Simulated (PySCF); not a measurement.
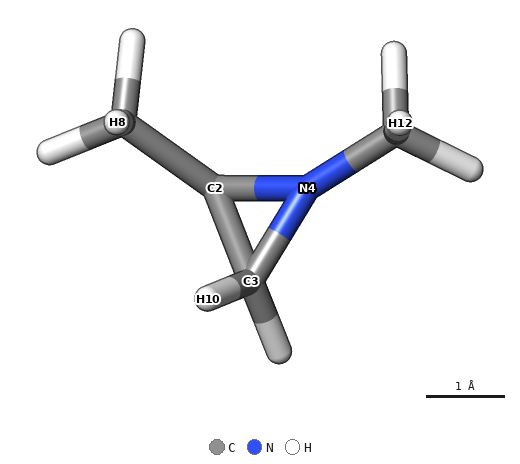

*The structure as given in the input (stick view, seen at a tilt; atoms are numbered from 1 in the order of the input).*

# Run report: C4H9N, NMR shielding calculation

The run: NMR shielding calculation of C4H9N. Method and program: GIAO PBE0/pcSseg-1 NMR shielding, non-relativistic, gas phase (PySCF 2.14.0).

The geometry comes from this level: PBE0-D3(BJ)/def2-SVP. Figures and captions count atoms from 1; the log counts them from 0 in places.

## Input file
```
{"job": {"kind": "nmr", "xc": "PBE0", "basis": "pcSseg-1", "pop": false}, "charge": 0, "multiplicity": 1}
C      1.646715    -0.442403     0.637762
C      0.581657    -0.490013    -0.431349
C      0.134242     0.775949    -1.148487
N     -0.662624     0.103323    -0.226116
C     -1.886917     0.093684     0.477319
H      2.649820    -0.597644     0.210113
H      1.481846    -1.231412     1.389280
H      1.632038     0.527512     1.157930
H      0.617295    -1.407545    -1.051209
H      0.622163     1.724995    -0.860778
H     -0.107906     0.717741    -2.225158
H     -2.043143     1.003231     1.091787
H     -2.769646    -0.011442    -0.186148
H     -1.895539    -0.765978     1.165053
```

The first line tells a small driver script what to run in PySCF; the rest is the geometry in Å.

Run on 1 CPU thread, shared host.

Run as:
```bash
OMP_NUM_THREADS=1 python <driver script> task.json out
```

## The program's output
```
coarse grid: 10992 points
cycle   1  E = -212.1822427919  dE =  6.099e-01  |g| = 3.185e-01  |ddm| = 3.152e+00
cycle   2  E = -212.1752506056  dE =  6.992e-03  |g| = 3.790e-01  |ddm| = 7.123e-01
cycle   3  E = -212.2101741860  dE = -3.492e-02  |g| = 4.814e-02  |ddm| = 4.091e-01
cycle   4  E = -212.2105135808  dE = -3.394e-04  |g| = 2.489e-02  |ddm| = 5.132e-02
cycle   5  E = -212.2106420781  dE = -1.285e-04  |g| = 2.827e-03  |ddm| = 2.060e-02
cycle   6  E = -212.2106435328  dE = -1.455e-06  |g| = 1.143e-03  |ddm| = 3.548e-03
final grid: 104176 points
cycle   7  E = -212.2391421855  dE = -2.447e-05  |g| = 7.473e-03  |ddm| = 2.091e-02
cycle   8  E = -212.2391366272  dE =  5.558e-06  |g| = 8.925e-03  |ddm| = 1.610e-02
cycle   9  E = -212.2391567412  dE = -2.011e-05  |g| = 8.683e-04  |ddm| = 8.993e-03
cycle  10  E = -212.2391568911  dE = -1.499e-07  |g| = 1.565e-04  |ddm| = 7.092e-04
cycle  11  E = -212.2391568952  dE = -4.097e-09  |g| = 5.580e-05  |ddm| = 1.484e-04
cycle  12  E = -212.2391568959  dE = -6.872e-10  |g| = 1.534e-05  |ddm| = 6.021e-05
```

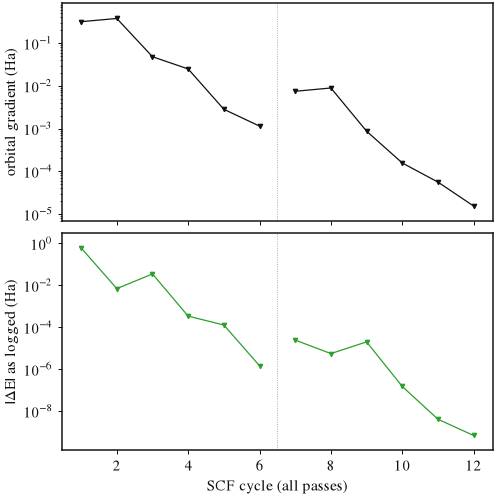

*Convergence of the self-consistent field: orbital gradient and size of the energy change against the SCF cycle. The dotted line marks the change from a coarse to the final integration grid.*

The first 6 cycles use a coarse grid, the final grid takes over at cycle 7, and the field converges after 12 cycles in all.

```
converged SCF energy = -212.2391568959

GIAO shielding tensors (ppm)
atom      isotropic    diamagn.    paramagn.     s11        s22        s33       span
  0 C      164.389     247.003     -82.614    142.807    161.763    188.596     45.790
  1 C      155.589     248.935     -93.345    110.441    148.515    207.812     97.371
  2 C      155.762     251.668     -95.906    120.876    142.326    204.085     83.208
  3 N      241.613     331.190     -89.577    133.059    224.666    367.114    234.055
  4 C      153.080     242.972     -89.892    127.005    145.096    187.139     60.134
  5 H       29.996      28.494       1.502     25.985     27.229     36.773     10.788
  6 H       29.795      29.608       0.187     25.771     27.969     35.644      9.873
  7 H       31.022      30.239       0.783     26.834     29.097     37.134     10.300
  8 H       29.194      30.556      -1.362     21.769     27.434     38.377     16.608
  9 H       29.906      31.002      -1.097     23.871     28.071     37.775     13.905
 10 H       29.399      30.088      -0.689     23.478     26.398     38.322     14.844
 11 H       28.154      28.626      -0.472     22.799     26.027     35.636     12.837
 12 H       28.183      27.709       0.473     22.847     25.796     35.905     13.058
 13 H       28.109      29.356      -1.247     23.524     26.368     34.436     10.912
```

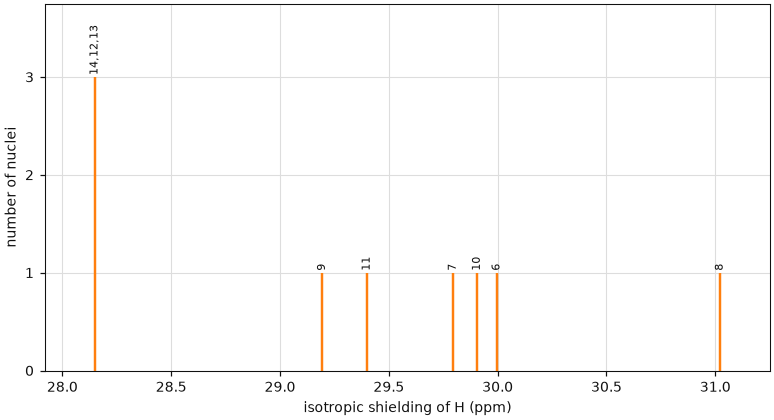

*Isotropic shieldings of the hydrogen nuclei in this fixed geometry, labelled by atom number; shielding grows to the right, so chemical shift grows to the left.*

The least shielded is H14 (28.1 ppm), the most shielded H8 (31.0 ppm).

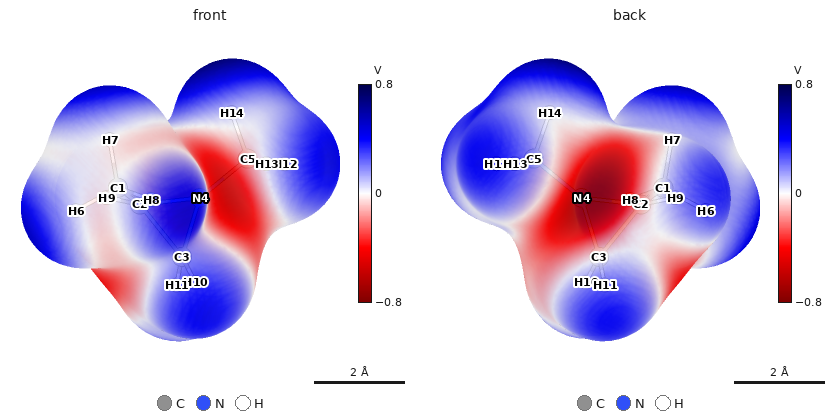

*The molecular electrostatic potential painted on the density surface at 0.002 e/bohr³, seen at a tilt and from behind; the colour scale runs from red (negative) to blue (positive).*

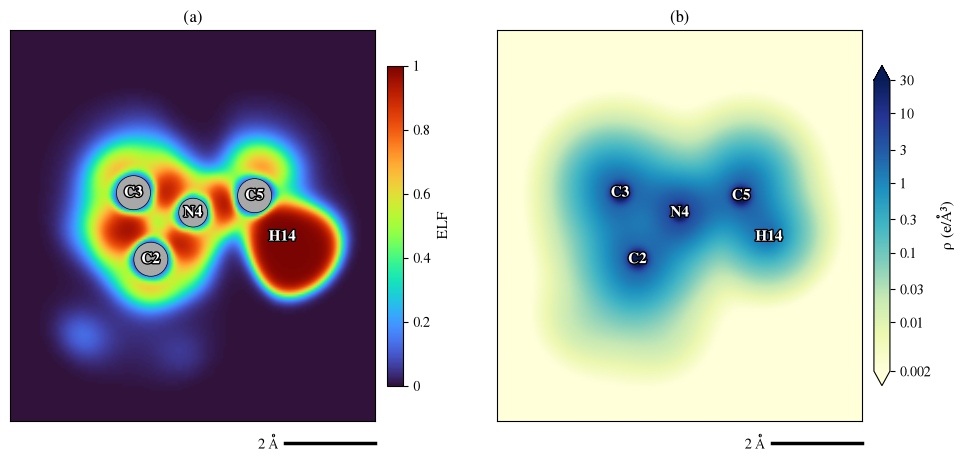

*(a) ELF; (b) electron density on the plane of atoms C2, C3 and N4. Grey discs, where drawn, cover atomic cores.*

Atoms in the plane: C, N and H. C–C (1.52 Å): ρ is about 1.5 e/Å³ halfway; the ELF peaks at about 0.85 between the atoms (a covalent bond).

## Results in brief

```json
{"quantity": "outcome", "value": "converged"}
{"quantity": "total energy", "value": "−212.239157 hartree"}
{"quantity": "HOMO", "value": "−5.60 eV"}
{"quantity": "LUMO", "value": "1.57 eV"}
{"quantity": "dipole moment", "value": "0.38 D"}
{"quantity": "isotropic shielding, C", "value": "153.1 to 164.4 ppm"}
{"quantity": "isotropic shielding, N", "value": "241.6 ppm"}
{"quantity": "isotropic shielding, H", "value": "28.1 to 31.0 ppm"}
{"quantity": "wall time", "value": "20 s"}
{"quantity": "peak memory", "value": "0.62 GiB"}
```
